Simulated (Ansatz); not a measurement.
The parent structure is Sc in the hcp (Mg type) structure (space group P6_3/mmc, No. 194; a = 3.318 Å, c = 5.186 Å; relaxed with 0.1 eV smearing). Axes: x lies along a and z along c of the hexagonal cell.

Structures relaxed with PBE/PAW in Ansatz (a program for electronic structure), no spin-orbit coupling.

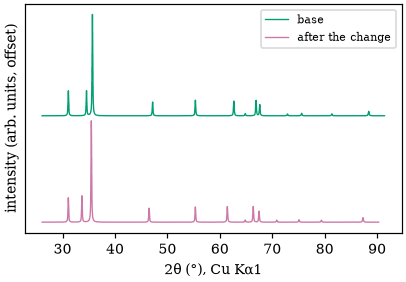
Figure: Simulated powder patterns before (top) and after one change

### Question
Name the change that was made.
A. uniaxial strain ε_zz = −2.50 %
B. uniaxial strain ε_zz = +0.50 %
C. uniaxial strain ε_zz = +2.50 %
D. uniaxial strain ε_zz = −1.00 %

### Answer
C, uniaxial strain ε_zz = +2.50 %. Its volume per atom is 25.34 Å³ against 24.72 Å³, and its space group is P6_3/mmc (No. 194).

Whether these cells are dynamically stable was not tested. All final runs are without spin polarisation.
